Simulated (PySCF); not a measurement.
# C8H10Si (SMILES C=C(C)C#CC1=CC[SiH2]1): what the fields show

Input

```
{"job": {"kind": "nmr", "xc": "PBE0", "basis": "pcSseg-1"}, "charge": 0, "multiplicity": 1}
C     -3.191094    -0.196749    -1.348592
C     -2.529682    -0.296099    -0.195952
C     -3.209015    -0.513796     1.125545
C     -1.120762    -0.204652    -0.148864
C      0.085541    -0.150539    -0.055490
C      1.471826    -0.030919    -0.010791
C      2.372437    -0.670359     0.761294
C      3.711973    -0.118742     0.360259
Si     2.794651     1.005463    -0.909149
H     -4.264623    -0.272940    -1.387283
H     -2.679102    -0.043696    -2.283284
H     -2.998576     0.318607     1.796796
H     -4.285028    -0.600924     0.995621
H     -2.830400    -1.420854     1.595479
H      2.201659    -1.428544     1.511211
H      4.384973    -0.878471    -0.038331
H      4.235439     0.372891     1.180771
H      2.814310     2.440822    -0.634715
H      3.025669     0.713916    -2.321986
```

Launched as:

```sh
OMP_NUM_THREADS=1 python probes_run.py task.json out
```

Geometry: GFN2-xTB.

The calculation used PBE0/pcSseg-1, SCF density, gas phase, non-relativistic (PySCF 2.14.0).

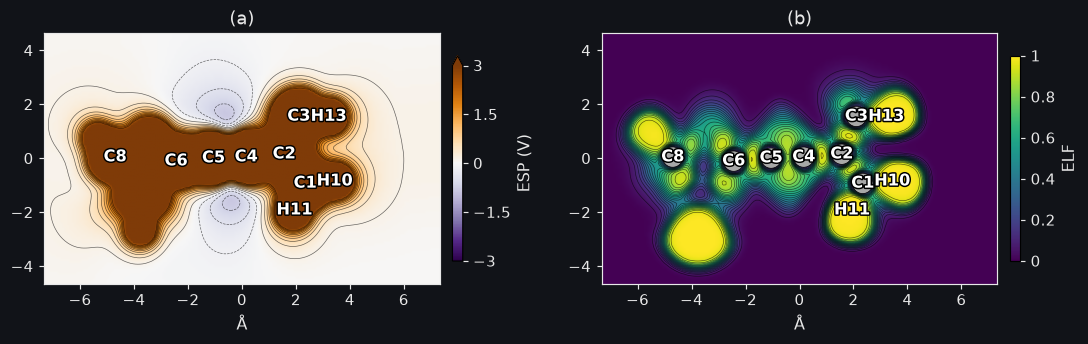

Figure 1. (a) electrostatic potential; (b) ELF on the plane of atoms C2, C1 and H11. Grey discs cover the atomic cores in the ELF map.

Read the bonding off the picture.

Answer. The plane passes through C and H nuclei.
C–C (1.21 Å): the ELF peaks at about 0.85 between the atoms (a short, multiple covalent bond).
C–H (1.08 Å): the ELF climbs to about 1 towards the hydrogen, as it does in any bond to H: a covalent bond by its length.
C–C (1.33 Å): the ELF peaks at about 0.95 between the atoms (a multiple bond).
C–C (1.39 Å): the ELF peaks at about 0.95 between the atoms: a covalent bond.
Outside the dense part of the molecule the potential is most negative (−0.8 V) near C5.

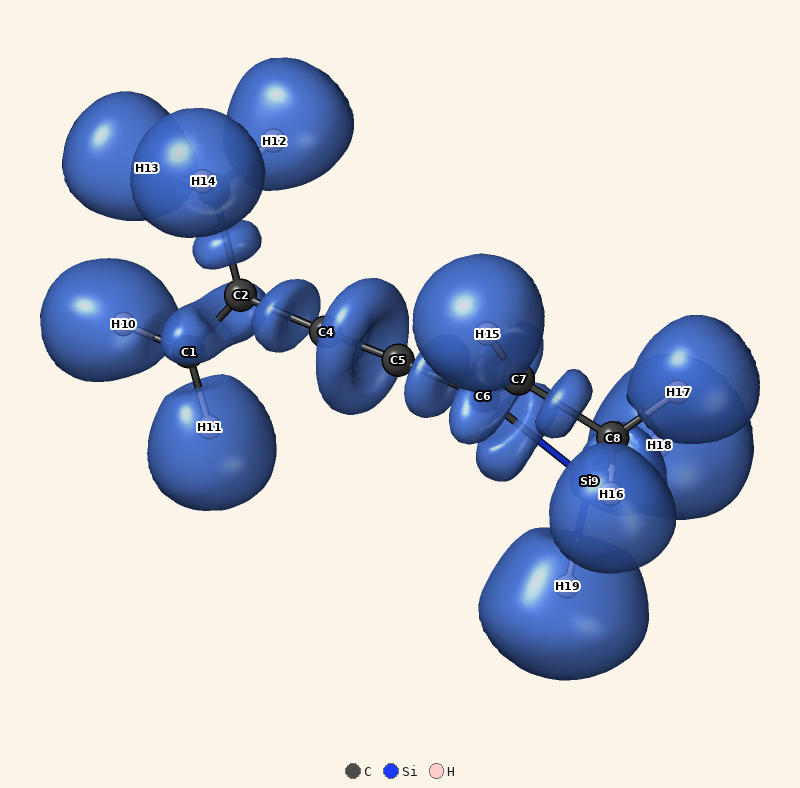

Figure 2. Isosurface of the electron localisation function at 0.8 (blue), seen at an oblique angle. Core shells and regions of very low density are left out.

Identify the bonds, lone pairs and shells in this picture.

Answer. The surface consists of seven regions between bonded C–C atoms (shared pairs), two regions between bonded C–Si atoms (shared pairs) and ten regions around hydrogen nuclei.


 C–Si (1.91 Å): the ELF peaks at about 0.95 between the atoms (localised, covalent bonding).

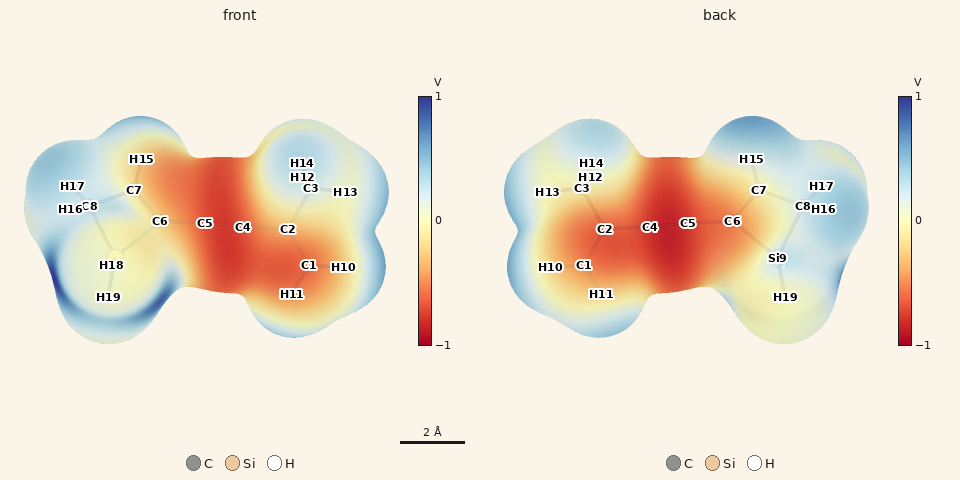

Figure 3. The electrostatic potential painted on the density surface at 0.001 e/bohr³, seen from the front and from behind; the colour scale runs from red (negative) to blue (positive).

Where is the surface potential most negative and most positive?

Answer. The most negative region (about −0.9 V, or −21 kcal/mol for a unit charge) lies over C4 and C5, the most positive (about +0.9 V, or +21 kcal/mol for a unit charge) over Si9.
